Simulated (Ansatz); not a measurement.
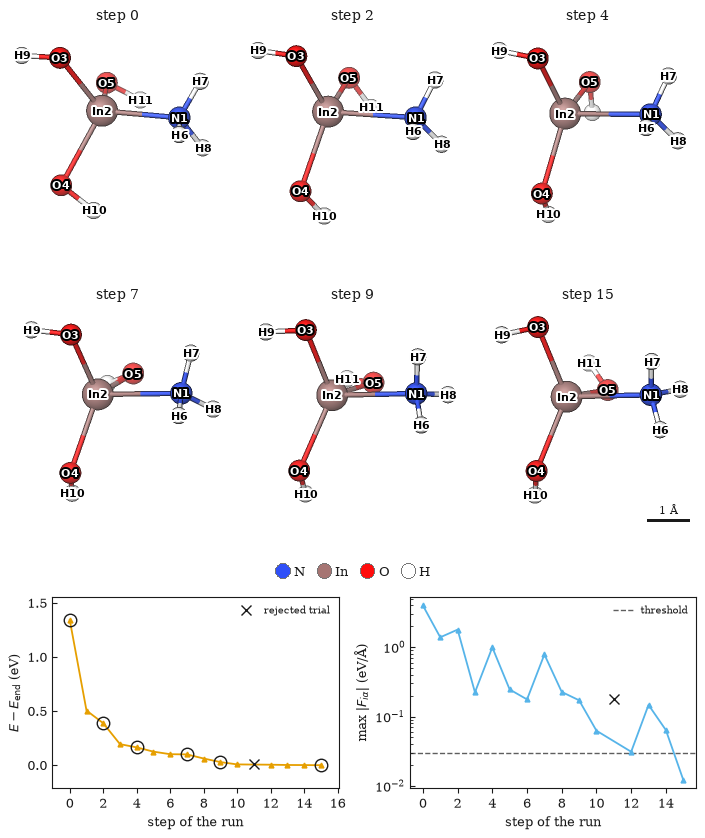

Frames of a relaxation of InNH6O3 (coarse preliminary run), marked on the history of the run. The picture is a ball-and-stick view, seen from a free direction.

The start comes from a force field.

Level of theory: RKS PBE-D4/def2-SVP in Ansatz 0.2.0. Set-up: force threshold 0.03 eV/Å; at most 200 steps.

### What happens along the run?

The energy falls by 1.343 eV in 14 accepted moves (15 points after the start). Largest force component: 4 eV/Å at the start, 0.012 eV/Å at the end. The line search rejected the trial step at point 11 of the run. O5 moves most after the best rigid fit: 1.02 Å. By element the largest moves are O 1.02 Å, H 0.93 Å, In 0.30 Å, N 0.15 Å. Among the contacts that change: N1–In2 2.038 → 2.337 Å, N1–H6 1.089 → 1.027 Å, In2–O3 1.988 → 2.043 Å, N1–H8 1.077 → 1.029 Å. Bond angles that change, for instance: N1–In2–O5 109.4° → 89.2°, N1–In2–O3 108.3° → 94.0°, O4–In2–O5 109.0° → 120.2°. Groups turn about N1–In2 by about 60°. From step 0 to 2: H atoms move most (0.32 Å), energy −0.954 eV. From step 2 to 4: H atoms move most (0.38 Å), energy −0.224 eV. From step 4 to 7: O5 moves most (0.45 Å), energy −0.065 eV. From step 7 to 9: H atoms move most (0.38 Å), energy −0.071 eV. From step 9 to 15: H11 moves most (0.43 Å), energy −0.029 eV.

```csv
step,"E − E(0), eV","largest force component, eV/Å",note
0,0.0000,3.9816,
1,-0.8373,1.3852,
2,-0.9544,1.7864,
3,-1.1481,0.2232,
4,-1.1781,0.9914,
5,-1.2175,0.2452,
6,-1.2411,0.1764,
7,-1.2428,0.7832,
8,-1.2811,0.2260,
9,-1.3141,0.1714,
10,-1.3355,0.0625,
11,-1.3348,0.1802,rejected
12,-1.3382,0.0311,
13,-1.3408,0.1470,
14,-1.3415,0.0638,
15,-1.3430,0.0123,
```
